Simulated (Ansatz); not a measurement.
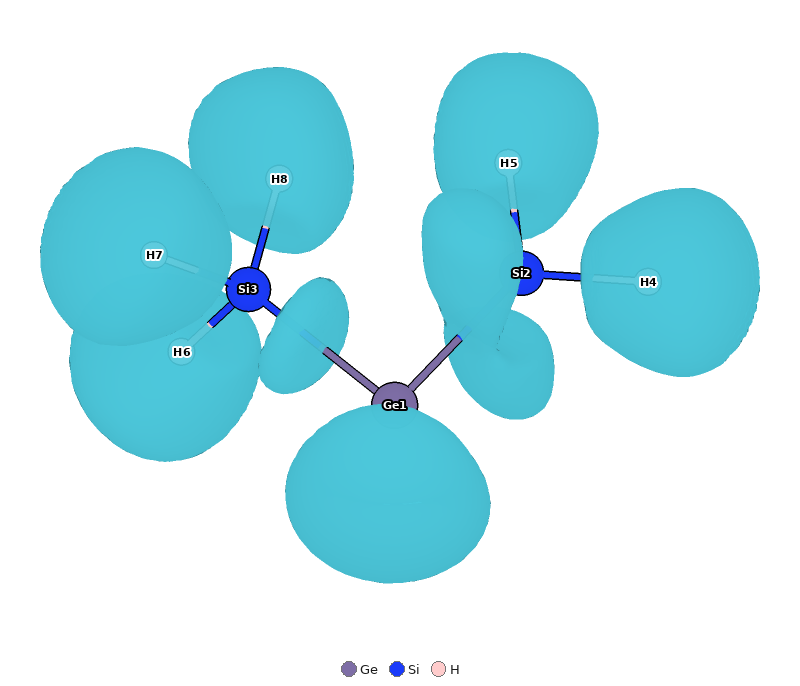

Figure 1: GeH5Si2 (SMILES [SiH2]=[Ge-][SiH3]) (charge −1). Isosurface of the ELF at 0.8 (cyan), seen at an oblique angle. Core shells and regions of very low density are left out.

Geometry: PBE-D3(BJ)/def2-SVPD.

All numbers below come from isolated molecule in a Gaussian basis; Kohn-Sham density functional theory, functional PBE0 (Ansatz 0.2.0).

| atom | x (Å) | y (Å) | z (Å) |
| --- | --- | --- | --- |
| Ge | -3.1871 | 1.1682 | -1.0396 |
| Si | -3.3804 | -0.9012 | -0.1382 |
| Si | -1.3292 | 1.5598 | 0.5030 |
| H | -4.4251 | -1.9216 | -0.5892 |
| H | -2.6010 | -1.6077 | 0.9644 |
| H | -0.0214 | 1.9314 | -0.1977 |
| H | -1.5310 | 2.7774 | 1.4066 |
| H | -0.8979 | 0.4751 | 1.4812 |

### Where are the electrons localised?

The surface consists of one region between bonded Ge–Si atoms (shared pairs), five regions around hydrogen nuclei, one lobe of the valence shell of Si pointing towards Ge (polar bonds) and one lobe on Ge, pointing away from the bonds (lone pairs). Profiles from the grid: Si–Ge (2.27 Å): the ELF peaks at about 0.85 between the atoms, as expected for a covalent bond. Si–H (1.52 Å): the ELF climbs to about 1 towards the hydrogen, as it does in any bond to H.
